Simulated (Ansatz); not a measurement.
**[H2PO2]− (SMILES O=[PH2][O-]) at 6 levels**

Aim: a comparison of 6 runs (HF/STO-3G, B2PLYP/STO-3G, B3LYP/STO-3G, BLYP/STO-3G, PBE/STO-3G, CCSD/STO-3G) of [H2PO2]−. 

The results are computed with Ansatz 0.2.0.

5 further runs of the same task are left out: 4 that didn't finish, 1 set aside as unsound or not needed.

### Step 1. The structure to begin with

[H2PO2]− has 5 atoms, charge -1, and is taken as a singlet. As SMILES, `O=[PH2][O-]`. The P2–O1 distance was set to 2.218 Å, away from the relaxed value.

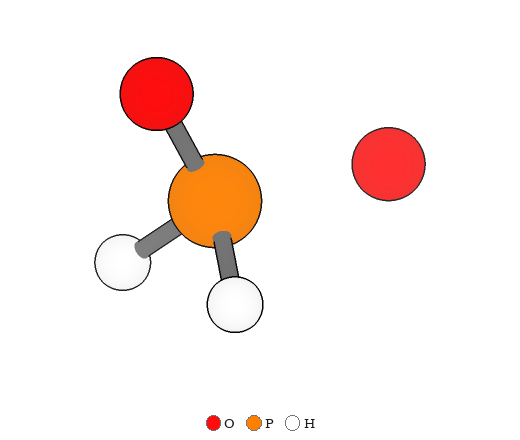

The structure, seen from a chosen angle (oxygen red, phosphorus orange, hydrogen white).

### Step 2. The energy at HF/STO-3G (run 1)

molecule.yaml

```yaml
crystal:
  periodic: [false, false, false]
  atoms:
    - symbol: O
      position_ang: [-0.866613, 0.641790, 1.983780]
    - symbol: P
      position_ang: [0.023990, -0.029410, 0.067110]
    - symbol: O
      position_ang: [1.087130, -1.056140, 0.105400]
    - symbol: H
      position_ang: [-0.993470, -0.417790, -0.831230]
    - symbol: H
      position_ang: [0.452100, 1.085290, -0.686190]
basis:
  gaussian:
    orbitals: STO-3G
magnetization:
  spin_polarized: false
accuracy: high
hamiltonian:
  xc: hf
total_charge: -1
```

Started as:

```bash
$ ansatz run molecule.yaml --threads 1 --pin off --max-ram 2610MiB --events-out events.jsonl --progress --plain --runs-dir runs
```

Standard output:

```text
Warning: RAYON_NUM_THREADS=1 ignored (pool sized by the plan → 1); use --threads N
Functional definition: HF
  name "HF"
  exchange = exact_x
  correlation = 0
376 factors; integrals over basis functions are off by at most 2.9e-8 eV
mean field evaluation 1: about -13193.5575 eV, gradient 4.4e1 eV
mean field evaluation 2: about -13193.6140 eV, gradient 4.4e1 eV
mean field evaluation 4: about -13206.5537 eV, gradient 7.6e0 eV
mean field evaluation 8: about -13207.0635 eV, gradient 6.1e-2 eV
mean field evaluation 16: about -13207.0468 eV, gradient 2.9e-8 eV
mean field evaluation 32: about -13201.9415 eV, gradient 2.3e0 eV
mean field -13207.04680939 eV, -485.3500181873 hartree, gradient 2.9e-8 eV, S^2 0.000000; 0 other end points of the search recorded, 0 dependent functions left out
reference -13207.04680939 eV, -485.3500181873 hartree; 17, 17 occupied and 4, 4 virtual orbitals, 376 factors
Total energy: -13207.04680939 eV, -485.3500181873 hartree
```

Wall time 0.14 s (1 thread of Arm Neoverse V1, shared host).

### Step 3. A single-point energy at B2PLYP/STO-3G (run 2)

job.yaml

```yaml
basis:
  gaussian:
    orbitals: STO-3G
crystal:
  periodic: [false, false, false]
  atoms:
    - {symbol: O, position_ang: [-0.866613, 0.641790, 1.983780]}
    - {symbol: P, position_ang: [0.023990, -0.029410, 0.067110]}
    - {symbol: O, position_ang: [1.087130, -1.056140, 0.105400]}
    - {symbol: H, position_ang: [-0.993470, -0.417790, -0.831230]}
    - {symbol: H, position_ang: [0.452100, 1.085290, -0.686190]}
total_charge: -1
hamiltonian:
  xc: {name: B2PLYP}
correlation:
  frozen_orbitals: {H: 0, O: 1, P: 5}
accuracy: high
```

Started as:

```bash
$ ansatz run job.yaml --threads 1 --pin off --max-ram 2610MiB --events-out events.jsonl --progress --plain --runs-dir runs
```

Standard output, shortened:

```text
Warning: RAYON_NUM_THREADS=1 ignored (pool sized by the plan → 1); use --threads N
Functional definition: B2PLYP
  name "B2PLYP"
[...]
376 factors; integrals over basis functions are off by at most 2.9e-8 eV
[...]
mean field -13231.32054860 eV, -486.2420616498 hartree, gradient 1.1e-8 eV, S^2 0.000000; 2 other end points of the search recorded, 0 dependent functions left out; unrestricted orbitals would lower it
7 core orbitals not correlated: weight in the atoms' cores, before any rotation towards them, 1.000 or more for the frozen orbitals, at most 0.000 for the correlated occupied ones
reference -13231.32056340 eV, -486.2420621936 hartree; 10, 10 occupied and 4, 4 virtual orbitals, 376 factors
second order -4.07882097 eV of doubles, -0.00000000 eV of singles
Total energy: -13232.42184506 eV, -486.2825335482 hartree
```

Wall time 2.1 s (1 thread of Arm Neoverse V1, shared host); peak memory 0.1 GiB.

Runs 3 to 5 aren't shown in full; the table further down has their settings and results.

### Step 4. The energy at CCSD/STO-3G (run 6)

input.yaml

```yaml
crystal:
  periodic: [false, false, false]
  atoms:
    - symbol: O
      position_ang: [-0.866613, 0.641790, 1.983780]
    - symbol: P
      position_ang: [0.023990, -0.029410, 0.067110]
    - symbol: O
      position_ang: [1.087130, -1.056140, 0.105400]
    - symbol: H
      position_ang: [-0.993470, -0.417790, -0.831230]
    - symbol: H
      position_ang: [0.452100, 1.085290, -0.686190]
basis:
  gaussian:
    orbitals: STO-3G
correlation:
  method: ccsd
  frozen_orbitals: {H: 0, O: 1, P: 5}
scf:
  omitted_lower_state_checks: [cluster_reference, increment]
accuracy: high
total_charge: -1
```

Started as:

```bash
$ ansatz run input.yaml --threads 1 --pin off --max-ram 2610MiB --events-out events.jsonl --progress --plain --runs-dir runs
```

Standard output:

```text
Warning: RAYON_NUM_THREADS=1 ignored (pool sized by the plan → 1); use --threads N
[... 13 lines left out ...]
7 core orbitals not correlated: weight in the atoms' cores, before any rotation towards them, 1.000 or more for the frozen orbitals, at most 0.000 for the correlated occupied ones
[... 41 lines left out ...]
Total energy: -13210.38395700 eV, -485.4726561000 hartree
Checks for a lower state left out: cluster_reference, increment
```

Wall time 0.26 s (1 thread of Arm Neoverse V1, shared host).

### Step 5. The series

```csv
run,level,frozen core orbitals,energy (Eh),wall time
1,HF/STO-3G,–,-485.350018,0.14 s
2,B2PLYP/STO-3G,7,-486.282534,2.1 s
3,B3LYP/STO-3G,–,-486.644979,1.4 s
4,BLYP/STO-3G,–,-486.569827,1.3 s
5,PBE/STO-3G,–,-486.323059,1.3 s
6,CCSD/STO-3G,7,-485.472656,0.26 s
```

### Step 6. Results

```
                                          quantity          value
                               run 6: total energy  -485.47266 Eh
run 6: correlation energy (7 core orbitals frozen)     -122.6 mEh
                              run 6: T1 diagnostic          0.024
```

In words: Totals of different functionals can't be ranked against each other. In runs 2, 6 the log says that unrestricted orbitals would lower the reference, so the values rest on an unstable closed-shell determinant (other closed-shell runs at this shape may share the fault). In runs 1, 2, 3, 4, 5, 6 the basis is minimal, so the values are rough. All runs together took 6.6 s, the longest 2.1 s.
